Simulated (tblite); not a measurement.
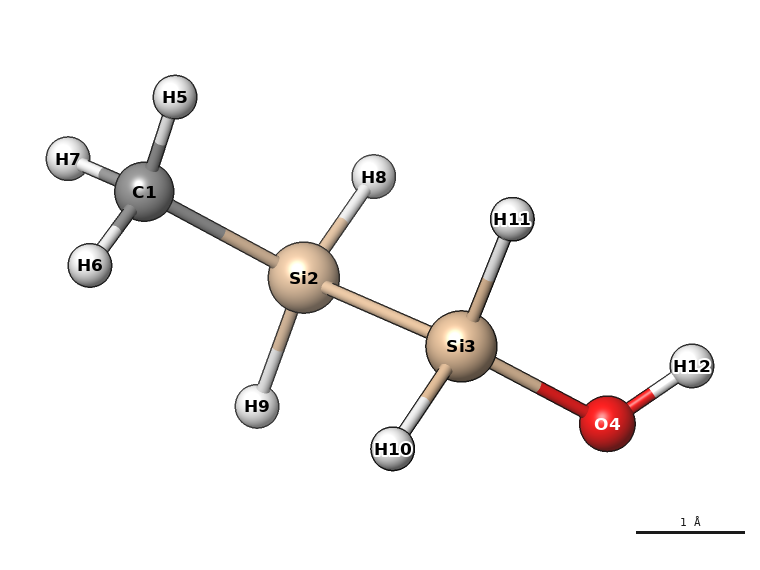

Orthographic view with a scale bar. Geometry: a distorted geometry made from a computed force field or distance geometry start structure, not a minimum.

Write Cartesian coordinates in Å in the frame of the picture: x to the right, y up, z towards the viewer, origin at the mean of the atomic positions.

```xyz
12
CH8OSi2
C   -1.82   0.84  -0.11
Si  -0.34   0.04  -0.87
Si   1.13  -0.61   0.78
O    2.50  -1.33   0.15
H   -1.54   1.72   0.46
H   -2.33   0.15   0.58
H   -2.53   1.15  -0.87
H    0.32   0.98  -1.83
H   -0.77  -1.16  -1.66
H    0.49  -1.56   1.72
H    1.61   0.58   1.55
H    3.28  -0.79   0.09
```
